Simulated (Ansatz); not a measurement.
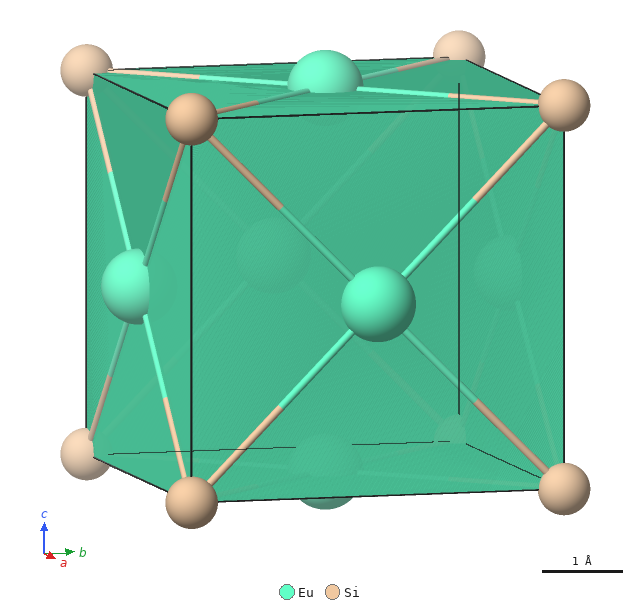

View slightly off an axis, drawn as a polyhedral model. The edges of the conventional unit cell are marked.

Eu₃Si, Cu₃Au (L1₂) type, space group Pm-3m (No. 221), a = 4.838 Å, b = 4.838 Å, c = 4.838 Å, α = 90.00°, β = 90.00°, γ = 90.00°. Source of the structure: a structure type filled with these elements by a generator (whether the compound takes this form wasn't checked). Earlier steps of the study, as a rule a relaxation of our own, may have changed the cell and positions, so they can lie some per cent off the listed ones. It was run through Ansatz as a DFT input.

This one geometry was computed with Ansatz (DFT, plane waves, PAW) at four levels of theory: r2SCAN, PBE, LDA and PBEsol.

### Which level gives the highest pressure at this volume, and what does that say about its equilibrium volume?

Highest: r2SCAN (-0.1 GPa), which points to the largest equilibrium volume. Lowest, with the smallest volume: PBE (-8.4 GPa). Levels within 0.5 GPa of each other can't be told apart.

### How does the band gap change with the level of theory?

All levels give a metal.

### Collect the results in a table.

| level | cutoff (eV) | k-mesh of the run's cell | gap (eV) | pressure (GPa) |
| --- | --- | --- | --- | --- |
| r2SCAN | 500 | 8×8×8 | metal | -0.1 |
| PBE | 420 | 8×8×8 | metal | -8.4 |
| LDA | 420 | 8×8×8 | metal | -4.3 |
| PBEsol | 420 | 8×8×8 | metal | -2.5 |

Gaps are taken on the k-mesh or band path of each run.
